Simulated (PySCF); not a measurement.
Consider C5H11GeN (SMILES CCC[CH2][GeH2][C]#N).

| atom | x (Å) | y (Å) | z (Å) |
| --- | --- | --- | --- |
| C | 2.7211 | 0.5350 | 0.4038 |
| C | 1.6735 | -0.3489 | -0.2617 |
| C | 0.2620 | 0.0132 | 0.1941 |
| C | -0.7949 | -0.8741 | -0.4561 |
| Ge | -2.6198 | -0.4143 | 0.1469 |
| C | -3.0131 | 1.3921 | -0.3548 |
| N | -3.2333 | 2.4729 | -0.6622 |
| H | 2.5492 | 1.5804 | 0.1578 |
| H | 3.7196 | 0.2635 | 0.0701 |
| H | 2.6799 | 0.4282 | 1.4856 |
| H | 1.8744 | -1.3960 | -0.0205 |
| H | 1.7424 | -0.2389 | -1.3467 |
| H | 0.0625 | 1.0606 | -0.0515 |
| H | 0.2014 | -0.0842 | 1.2824 |
| H | -0.7459 | -0.7765 | -1.5436 |
| H | -0.5980 | -1.9224 | -0.2205 |
| H | -3.7074 | -1.2441 | -0.4752 |
| H | -2.7824 | -0.4401 | 1.6401 |

Geometry: GFN2-xTB.

The calculation used PySCF, CAM-B3LYP/def2-SVPD, SCF density, gas phase.

What will maps of the electron density and electron localisation function show?

C–C (1.52 Å): ρ at the midpoint is about 1.7 e/Å³; the ELF peaks at about 0.95 between the atoms: a shared electron pair.
C–H (1.09 Å): the density is about 2 e/Å³ at the midpoint; the ELF climbs to about 1 towards the hydrogen, as it does in any bond to H (a covalent bond by its length).
C–Ge (1.98 Å): ρ is about 0.87 e/Å³ halfway; the ELF peaks at about 0.95 in the valence shell of C, 0.7 Å from its nucleus, and is about 0.75 at the midpoint.
Ge–H (1.50 Å): ρ at the midpoint is about 1.1 e/Å³; the ELF climbs to about 1 towards the hydrogen.

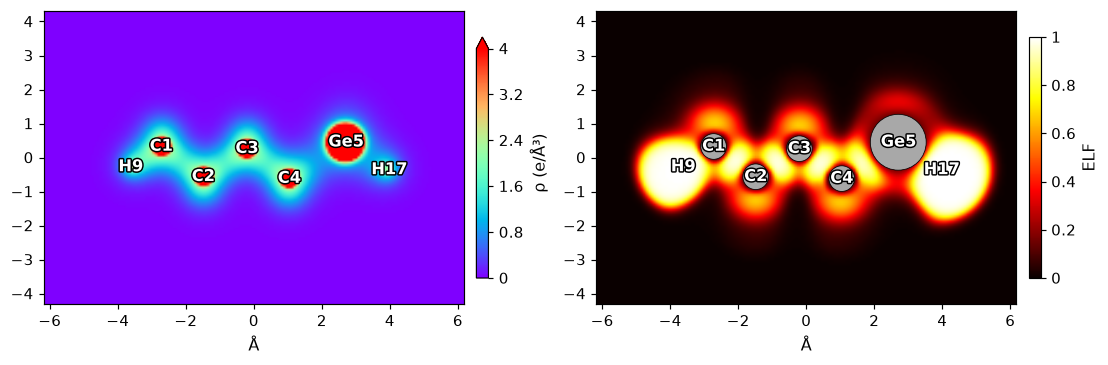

Computed electron density and electron localisation function on the plane of atoms C4, Ge5 and H17, in this order. Grey discs cover the atomic cores in the ELF map. 
